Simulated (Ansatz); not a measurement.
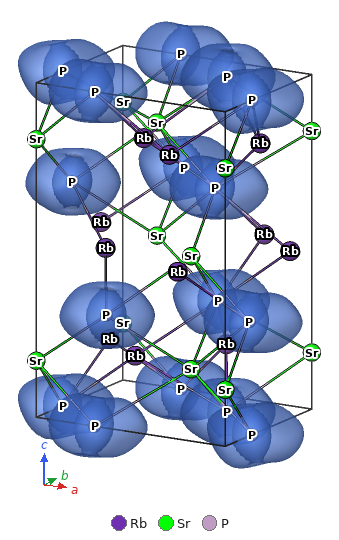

Figure. Rb3Sr2P3. Isosurface of the electron localisation function at 0.75 (blue), seen slightly off an axis. Core shells and regions of very low density are left out. Sticks mark near contacts.

Space group R32; a structure from a database of computed crystals, not necessarily the ambient phase; a generated structure, not necessarily the stable one.

Level of theory: DFT PBE, scalar-relativistic, plane waves, PAW in Ansatz.

In a PAW calculation such maps are meaningful between the atoms, not at the nuclei.

What do the ELF domains correspond to?

Answer. At this value the surface marks out nine regions wrapped around P (the valence shell of each), counted in one cell of 24 atoms. Regions shared between cells count once. Profiles from the grid: Rb–P (3.19 Å): the ELF is about 0.15 at the midpoint; no localised pair shows between them. Sr–P (3.31 Å): the ELF peaks at about 0.85 in the valence shell of P, 1.0 Å from its nucleus, and drops to about 0.10 between the two atoms; no shared electron pair shows on this line.
